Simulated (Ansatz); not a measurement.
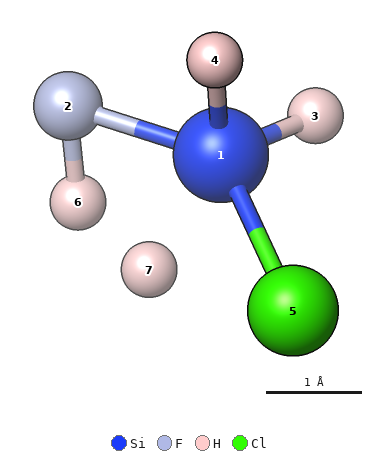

**Figure 1.** The input geometry (ball-and-stick view, seen at a tilt; atoms are numbered from 1 in the order of the input). Bond lengths as drawn: Cl–Si 2.14 Å, F–H 1.14 Å, F–Si 1.81 Å and H–Si 1.45 Å.

**Molecular dynamics of SiH4ClF (part 1 of 3)**

SiH4ClF, computed with UKS B3LYP/STO-3G (Ansatz 0.2.0).

It belongs to a series of runs on one base structure; here: dynamics from the highest image of the converged band. Figures and captions count atoms from 1; the log counts them from 0 in places.

Output
```
Engine: ansatz 0.2.0, x86_64-unknown-linux-gnu
Functional definition: B3LYP
  parameter a0 = 0.2
  parameter ax = 0.72
  parameter ac = 0.81
  exchange = (1 - a0 - ax)*slater_x + ax*b88_x + a0*exact_x
  correlation = (1 - ac)*vwn_rpa_c + ac*lyp_c
355 factors; integrals over basis functions are off by at most 8.8e-6 eV
mean field evaluation 1: about -22910.9142 eV, gradient 1.7e1 eV
mean field evaluation 2: about -22911.7441 eV, gradient 1.4e1 eV
mean field evaluation 4: about -22913.2670 eV, gradient 5.7e-1 eV
mean field evaluation 8: about -22913.2666 eV, gradient 1.3e-3 eV
mean field -22913.26658130 eV, -842.0470156928 hartree, gradient 1.8e-5 eV, S^2 0.000000; 0 other end points of the search recorded, 0 dependent functions left out
the calculation of the forces begins
reference -22913.26673450 eV, -842.0470213229 hartree; 22, 22 occupied and 5, 5 virtual orbitals, 355 factors
md step     0: t =     0.00 fs  T =   300.0 K  F+E_penalty+E_count = -22913.26658130 eV  E_kin = 0.193890 eV  conserved = -22913.07269130 eV  (21 SCF iters)
these checks for a lower state are left out or cut short: starts, cluster_reference, orbital_swaps, neighbouring_geometries, increment
355 factors; integrals over basis functions are off by at most 8.8e-6 eV
mean field evaluation 16: about -22913.2626 eV, gradient 1.3e-3 eV
mean field -22913.26263649 eV, -842.0468707236 hartree, gradient 2.2e-5 eV, S^2 0.000000; 0 other end points of the search recorded, 0 dependent functions left out
the calculation of the forces begins
reference -22913.26278951 eV, -842.0468763472 hartree; 22, 22 occupied and 5, 5 virtual orbitals, 355 factors
md step     1: t =     0.50 fs  T =   293.9 K  F+E_penalty+E_count = -22913.26263649 eV  E_kin = 0.189976 eV  conserved = -22913.07266078 eV  (20 SCF iters)
[... from here on the SCF iterations and repeated set-up lines of each step are left out, up to the last step ...]
md step     2: t =     1.00 fs  T =   276.6 K  F+E_penalty+E_count = -22913.25130053 eV  E_kin = 0.178738 eV  conserved = -22913.07256204 eV  (20 SCF iters)
md step     3: t =     1.50 fs  T =   250.3 K  F+E_penalty+E_count = -22913.23415202 eV  E_kin = 0.161740 eV  conserved = -22913.07241231 eV  (20 SCF iters)
md step     4: t =     2.00 fs  T =   218.7 K  F+E_penalty+E_count = -22913.21356092 eV  E_kin = 0.141319 eV  conserved = -22913.07224224 eV  (20 SCF iters)
md step     5: t =     2.50 fs  T =   185.9 K  F+E_penalty+E_count = -22913.19220815 eV  E_kin = 0.120120 eV  conserved = -22913.07208782 eV  (20 SCF iters)
md step     6: t =     3.00 fs  T =   155.6 K  F+E_penalty+E_count = -22913.17252639 eV  E_kin = 0.100547 eV  conserved = -22913.07197948 eV  (20 SCF iters)
md step     7: t =     3.50 fs  T =   130.4 K  F+E_penalty+E_count = -22913.15622833 eV  E_kin = 0.084296 eV  conserved = -22913.07193209 eV  (21 SCF iters)
md step     8: t =     4.00 fs  T =   111.6 K  F+E_penalty+E_count = -22913.14407255 eV  E_kin = 0.072131 eV  conserved = -22913.07194156 eV  (20 SCF iters)
md step     9: t =     4.50 fs  T =    98.9 K  F+E_penalty+E_count = -22913.13592561 eV  E_kin = 0.063938 eV  conserved = -22913.07198767 eV  (20 SCF iters)
md step    10: t =     5.00 fs  T =    91.3 K  F+E_penalty+E_count = -22913.13106719 eV  E_kin = 0.059023 eV  conserved = -22913.07204421 eV  (20 SCF iters)
md step    11: t =     5.50 fs  T =    87.4 K  F+E_penalty+E_count = -22913.12859475 eV  E_kin = 0.056506 eV  conserved = -22913.07208880 eV  (20 SCF iters)
md step    12: t =     6.00 fs  T =    86.1 K  F+E_penalty+E_count = -22913.12777567 eV  E_kin = 0.055666 eV  conserved = -22913.07210927 eV  (20 SCF iters)
md step    13: t =     6.50 fs  T =    86.9 K  F+E_penalty+E_count = -22913.12824681 eV  E_kin = 0.056142 eV  conserved = -22913.07210479 eV  (20 SCF iters)
md step    14: t =     7.00 fs  T =    89.7 K  F+E_penalty+E_count = -22913.13003900 eV  E_kin = 0.057956 eV  conserved = -22913.07208323 eV  (21 SCF iters)
md step    15: t =     7.50 fs  T =    95.0 K  F+E_penalty+E_count = -22913.13346427 eV  E_kin = 0.061409 eV  conserved = -22913.07205550 eV  (20 SCF iters)
md step    16: t =     8.00 fs  T =   103.5 K  F+E_penalty+E_count = -22913.13893806 eV  E_kin = 0.066903 eV  conserved = -22913.07203485 eV  (20 SCF iters)
md step    17: t =     8.50 fs  T =   115.7 K  F+E_penalty+E_count = -22913.14678730 eV  E_kin = 0.074757 eV  conserved = -22913.07202981 eV  (21 SCF iters)
md step    18: t =     9.00 fs  T =   131.6 K  F+E_penalty+E_count = -22913.15710366 eV  E_kin = 0.085058 eV  conserved = -22913.07204565 eV  (21 SCF iters)
md step    19: t =     9.50 fs  T =   151.0 K  F+E_penalty+E_count = -22913.16965326 eV  E_kin = 0.097570 eV  conserved = -22913.07208339 eV  (21 SCF iters)
md step    20: t =    10.00 fs  T =   172.9 K  F+E_penalty+E_count = -22913.18385351 eV  E_kin = 0.111713 eV  conserved = -22913.07214026 eV  (22 SCF iters)
md step    21: t =    10.50 fs  T =   195.9 K  F+E_penalty+E_count = -22913.19881148 eV  E_kin = 0.126601 eV  conserved = -22913.07221029 eV  (23 SCF iters)
md step    22: t =    11.00 fs  T =   218.4 K  F+E_penalty+E_count = -22913.21341655 eV  E_kin = 0.141132 eV  conserved = -22913.07228494 eV  (23 SCF iters)
md step    23: t =    11.50 fs  T =   238.5 K  F+E_penalty+E_count = -22913.22647907 eV  E_kin = 0.154126 eV  conserved = -22913.07235341 eV  (23 SCF iters)
md step    24: t =    12.00 fs  T =   254.5 K  F+E_penalty+E_count = -22913.23690709 eV  E_kin = 0.164504 eV  conserved = -22913.07240287 eV  (23 SCF iters)
md step    25: t =    12.50 fs  T =   265.3 K  F+E_penalty+E_count = -22913.24391247 eV  E_kin = 0.171493 eV  conserved = -22913.07241971 eV  (23 SCF iters)
md step    26: t =    13.00 fs  T =   270.5 K  F+E_penalty+E_count = -22913.24722542 eV  E_kin = 0.174833 eV  conserved = -22913.07239242 eV  (23 SCF iters)
md step    27: t =    13.50 fs  T =   270.7 K  F+E_penalty+E_count = -22913.24727507 eV  E_kin = 0.174960 eV  conserved = -22913.07231514 eV  (23 SCF iters)
md step    28: t =    14.00 fs  T =   267.8 K  F+E_penalty+E_count = -22913.24527549 eV  E_kin = 0.173083 eV  conserved = -22913.07219277 eV  (23 SCF iters)
md step    29: t =    14.50 fs  T =   264.7 K  F+E_penalty+E_count = -22913.24314766 eV  E_kin = 0.171106 eV  conserved = -22913.07204139 eV  (23 SCF iters)
md step    30: t =    15.00 fs  T =   265.1 K  F+E_penalty+E_count = -22913.24325345 eV  E_kin = 0.171364 eV  conserved = -22913.07188933 eV  (23 SCF iters)
md step    31: t =    15.50 fs  T =   272.6 K  F+E_penalty+E_count = -22913.24796766 eV  E_kin = 0.176200 eV  conserved = -22913.07176773 eV  (23 SCF iters)
md step    32: t =    16.00 fs  T =   290.1 K  F+E_penalty+E_count = -22913.25920325 eV  E_kin = 0.187500 eV  conserved = -22913.07170287 eV  (23 SCF iters)
md step    33: t =    16.50 fs  T =   319.2 K  F+E_penalty+E_count = -22913.27801270 eV  E_kin = 0.206302 eV  conserved = -22913.07171049 eV  (25 SCF iters)
md step    34: t =    17.00 fs  T =   359.8 K  F+E_penalty+E_count = -22913.30435141 eV  E_kin = 0.232554 eV  conserved = -22913.07179724 eV  (25 SCF iters)
md step    35: t =    17.50 fs  T =   410.1 K  F+E_penalty+E_count = -22913.33700366 eV  E_kin = 0.265043 eV  conserved = -22913.07196025 eV  (25 SCF iters)
md step    36: t =    18.00 fs  T =   466.4 K  F+E_penalty+E_count = -22913.37365226 eV  E_kin = 0.301463 eV  conserved = -22913.07218937 eV  (21 SCF iters)
md step    37: t =    18.50 fs  T =   524.0 K  F+E_penalty+E_count = -22913.41109156 eV  E_kin = 0.338636 eV  conserved = -22913.07245544 eV  (22 SCF iters)
md step    38: t =    19.00 fs  T =   577.1 K  F+E_penalty+E_count = -22913.44569712 eV  E_kin = 0.372990 eV  conserved = -22913.07270735 eV  (21 SCF iters)
md step    39: t =    19.50 fs  T =   621.0 K  F+E_penalty+E_count = -22913.47423252 eV  E_kin = 0.401360 eV  conserved = -22913.07287280 eV  (22 SCF iters)
md step    40: t =    20.00 fs  T =   653.0 K  F+E_penalty+E_count = -22913.49491191 eV  E_kin = 0.422024 eV  conserved = -22913.07288798 eV  (22 SCF iters)
md step    41: t =    20.50 fs  T =   673.9 K  F+E_penalty+E_count = -22913.50827528 eV  E_kin = 0.435534 eV  conserved = -22913.07274168 eV  (20 SCF iters)
md step    42: t =    21.00 fs  T =   688.1 K  F+E_penalty+E_count = -22913.51723965 eV  E_kin = 0.444737 eV  conserved = -22913.07250251 eV  (20 SCF iters)
md step    43: t =    21.50 fs  T =   702.0 K  F+E_penalty+E_count = -22913.52600468 eV  E_kin = 0.453721 eV  conserved = -22913.07228410 eV  (21 SCF iters)
md step    44: t =    22.00 fs  T =   721.3 K  F+E_penalty+E_count = -22913.53832963 eV  E_kin = 0.466157 eV  conserved = -22913.07217239 eV  (21 SCF iters)
md step    45: t =    22.50 fs  T =   749.0 K  F+E_penalty+E_count = -22913.55625283 eV  E_kin = 0.484075 eV  conserved = -22913.07217777 eV  (21 SCF iters)
md step    46: t =    23.00 fs  T =   785.5 K  F+E_penalty+E_count = -22913.57992714 eV  E_kin = 0.507669 eV  conserved = -22913.07225801 eV  (20 SCF iters)
md step    47: t =    23.50 fs  T =   829.2 K  F+E_penalty+E_count = -22913.60825125 eV  E_kin = 0.535880 eV  conserved = -22913.07237090 eV  (21 SCF iters)
md step    48: t =    24.00 fs  T =   877.4 K  F+E_penalty+E_count = -22913.63953857 eV  E_kin = 0.567042 eV  conserved = -22913.07249661 eV  (21 SCF iters)
md step    49: t =    24.50 fs  T =   927.2 K  F+E_penalty+E_count = -22913.67187160 eV  E_kin = 0.599250 eV  conserved = -22913.07262174 eV  (21 SCF iters)
md step    50: t =    25.00 fs  T =   975.7 K  F+E_penalty+E_count = -22913.70330806 eV  E_kin = 0.630580 eV  conserved = -22913.07272823 eV  (22 SCF iters)
md step    51: t =    25.50 fs  T =  1020.2 K  F+E_penalty+E_count = -22913.73212503 eV  E_kin = 0.659328 eV  conserved = -22913.07279750 eV  (22 SCF iters)
md step    52: t =    26.00 fs  T =  1058.7 K  F+E_penalty+E_count = -22913.75706569 eV  E_kin = 0.684242 eV  conserved = -22913.07282360 eV  (22 SCF iters)
md step    53: t =    26.50 fs  T =  1090.2 K  F+E_penalty+E_count = -22913.77743904 eV  E_kin = 0.704626 eV  conserved = -22913.07281285 eV  (22 SCF iters)
md step    54: t =    27.00 fs  T =  1114.5 K  F+E_penalty+E_count = -22913.79305906 eV  E_kin = 0.720285 eV  conserved = -22913.07277405 eV  (22 SCF iters)
md step    55: t =    27.50 fs  T =  1131.8 K  F+E_penalty+E_count = -22913.80417798 eV  E_kin = 0.731476 eV  conserved = -22913.07270247 eV  (22 SCF iters)
md step    56: t =    28.00 fs  T =  1143.5 K  F+E_penalty+E_count = -22913.81162501 eV  E_kin = 0.739051 eV  conserved = -22913.07257435 eV  (22 SCF iters)
md step    57: t =    28.50 fs  T =  1152.4 K  F+E_penalty+E_count = -22913.81718294 eV  E_kin = 0.744813 eV  conserved = -22913.07236957 eV  (21 SCF iters)
md step    58: t =    29.00 fs  T =  1163.2 K  F+E_penalty+E_count = -22913.82386700 eV  E_kin = 0.751756 eV  conserved = -22913.07211066 eV  (21 SCF iters)
md step    59: t =    29.50 fs  T =  1181.6 K  F+E_penalty+E_count = -22913.83552882 eV  E_kin = 0.763644 eV  conserved = -22913.07188501 eV  (21 SCF iters)
md step    60: t =    30.00 fs  T =  1212.5 K  F+E_penalty+E_count = -22913.85548336 eV  E_kin = 0.783666 eV  conserved = -22913.07181703 eV  (21 SCF iters)
md step    61: t =    30.50 fs  T =  1257.5 K  F+E_penalty+E_count = -22913.88467763 eV  E_kin = 0.812705 eV  conserved = -22913.07197294 eV  (21 SCF iters)
md step    62: t =    31.00 fs  T =  1312.7 K  F+E_penalty+E_count = -22913.92069935 eV  E_kin = 0.848396 eV  conserved = -22913.07230341 eV  (20 SCF iters)
md step    63: t =    31.50 fs  T =  1370.6 K  F+E_penalty+E_count = -22913.95851656 eV  E_kin = 0.885849 eV  conserved = -22913.07266778 eV  (21 SCF iters)
md step    64: t =    32.00 fs  T =  1422.9 K  F+E_penalty+E_count = -22913.99257277 eV  E_kin = 0.919645 eV  conserved = -22913.07292779 eV  (21 SCF iters)
md step    65: t =    32.50 fs  T =  1463.5 K  F+E_penalty+E_count = -22914.01888799 eV  E_kin = 0.945869 eV  conserved = -22913.07301908 eV  (22 SCF iters)
md step    66: t =    33.00 fs  T =  1490.2 K  F+E_penalty+E_count = -22914.03608518 eV  E_kin = 0.963130 eV  conserved = -22913.07295470 eV  (21 SCF iters)
md step    67: t =    33.50 fs  T =  1504.6 K  F+E_penalty+E_count = -22914.04522056 eV  E_kin = 0.972431 eV  conserved = -22913.07278923 eV  (22 SCF iters)
md step    68: t =    34.00 fs  T =  1510.7 K  F+E_penalty+E_count = -22914.04893594 eV  E_kin = 0.976353 eV  conserved = -22913.07258279 eV  (22 SCF iters)
md step    69: t =    34.50 fs  T =  1513.4 K  F+E_penalty+E_count = -22914.05047478 eV  E_kin = 0.978086 eV  conserved = -22913.07238897 eV  (21 SCF iters)
md step    70: t =    35.00 fs  T =  1517.2 K  F+E_penalty+E_count = -22914.05279606 eV  E_kin = 0.980541 eV  conserved = -22913.07225458 eV  (22 SCF iters)
md step    71: t =    35.50 fs  T =  1525.0 K  F+E_penalty+E_count = -22914.05782559 eV  E_kin = 0.985608 eV  conserved = -22913.07221803 eV  (22 SCF iters)
md step    72: t =    36.00 fs  T =  1537.4 K  F+E_penalty+E_count = -22914.06591898 eV  E_kin = 0.993630 eV  conserved = -22913.07228910 eV  (22 SCF iters)
md step    73: t =    36.50 fs  T =  1552.5 K  F+E_penalty+E_count = -22914.07579454 eV  E_kin = 1.003363 eV  conserved = -22913.07243192 eV  (22 SCF iters)
md step    74: t =    37.00 fs  T =  1566.8 K  F+E_penalty+E_count = -22914.08516161 eV  E_kin = 1.012591 eV  conserved = -22913.07257021 eV  (21 SCF iters)
md step    75: t =    37.50 fs  T =  1577.1 K  F+E_penalty+E_count = -22914.09189133 eV  E_kin = 1.019257 eV  conserved = -22913.07263478 eV  (22 SCF iters)
md step    76: t =    38.00 fs  T =  1581.9 K  F+E_penalty+E_count = -22914.09501835 eV  E_kin = 1.022400 eV  conserved = -22913.07261869 eV  (22 SCF iters)
md step    77: t =    38.50 fs  T =  1581.6 K  F+E_penalty+E_count = -22914.09479100 eV  E_kin = 1.022208 eV  conserved = -22913.07258339 eV  (21 SCF iters)
md step    78: t =    39.00 fs  T =  1576.9 K  F+E_penalty+E_count = -22914.09174678 eV  E_kin = 1.019154 eV  conserved = -22913.07259300 eV  (22 SCF iters)
md step    79: t =    39.50 fs  T =  1567.6 K  F+E_penalty+E_count = -22914.08578705 eV  E_kin = 1.013147 eV  conserved = -22913.07263986 eV  (22 SCF iters)
md step    80: t =    40.00 fs  T =  1552.9 K  F+E_penalty+E_count = -22914.07628479 eV  E_kin = 1.003633 eV  conserved = -22913.07265166 eV  (21 SCF iters)
md step    81: t =    40.50 fs  T =  1532.7 K  F+E_penalty+E_count = -22914.06315541 eV  E_kin = 0.990594 eV  conserved = -22913.07256126 eV  (21 SCF iters)
md step    82: t =    41.00 fs  T =  1509.4 K  F+E_penalty+E_count = -22914.04786024 eV  E_kin = 0.975493 eV  conserved = -22913.07236723 eV  (22 SCF iters)
md step    83: t =    41.50 fs  T =  1487.4 K  F+E_penalty+E_count = -22914.03345032 eV  E_kin = 0.961320 eV  conserved = -22913.07213071 eV  (22 SCF iters)
md step    84: t =    42.00 fs  T =  1472.6 K  F+E_penalty+E_count = -22914.02364739 eV  E_kin = 0.951713 eV  conserved = -22913.07193464 eV  (20 SCF iters)
md step    85: t =    42.50 fs  T =  1469.5 K  F+E_penalty+E_count = -22914.02156204 eV  E_kin = 0.949719 eV  conserved = -22913.07184258 eV  (19 SCF iters)
md step    86: t =    43.00 fs  T =  1480.4 K  F+E_penalty+E_count = -22914.02865507 eV  E_kin = 0.956770 eV  conserved = -22913.07188540 eV  (19 SCF iters)
md step    87: t =    43.50 fs  T =  1504.2 K  F+E_penalty+E_count = -22914.04421971 eV  E_kin = 0.972161 eV  conserved = -22913.07205864 eV  (19 SCF iters)
md step    88: t =    44.00 fs  T =  1536.6 K  F+E_penalty+E_count = -22914.06544298 eV  E_kin = 0.993117 eV  conserved = -22913.07232582 eV  (19 SCF iters)
md step    89: t =    44.50 fs  T =  1571.1 K  F+E_penalty+E_count = -22914.08802352 eV  E_kin = 1.015406 eV  conserved = -22913.07261746 eV  (22 SCF iters)
md step    90: t =    45.00 fs  T =  1600.6 K  F+E_penalty+E_count = -22914.10731467 eV  E_kin = 1.034475 eV  conserved = -22913.07283939 eV  (21 SCF iters)
md step    91: t =    45.50 fs  T =  1619.9 K  F+E_penalty+E_count = -22914.11981897 eV  E_kin = 1.046916 eV  conserved = -22913.07290258 eV  (22 SCF iters)
md step    92: t =    46.00 fs  T =  1627.4 K  F+E_penalty+E_count = -22914.12455963 eV  E_kin = 1.051790 eV  conserved = -22913.07276949 eV  (22 SCF iters)
md step    93: t =    46.50 fs  T =  1626.4 K  F+E_penalty+E_count = -22914.12360711 eV  E_kin = 1.051113 eV  conserved = -22913.07249395 eV  (22 SCF iters)
md step    94: t =    47.00 fs  T =  1623.1 K  F+E_penalty+E_count = -22914.12121338 eV  E_kin = 1.049007 eV  conserved = -22913.07220610 eV  (22 SCF iters)
md step    95: t =    47.50 fs  T =  1624.3 K  F+E_penalty+E_count = -22914.12182133 eV  E_kin = 1.049787 eV  conserved = -22913.07203384 eV  (21 SCF iters)
md step    96: t =    48.00 fs  T =  1634.1 K  F+E_penalty+E_count = -22914.12811610 eV  E_kin = 1.056092 eV  conserved = -22913.07202400 eV  (22 SCF iters)
```
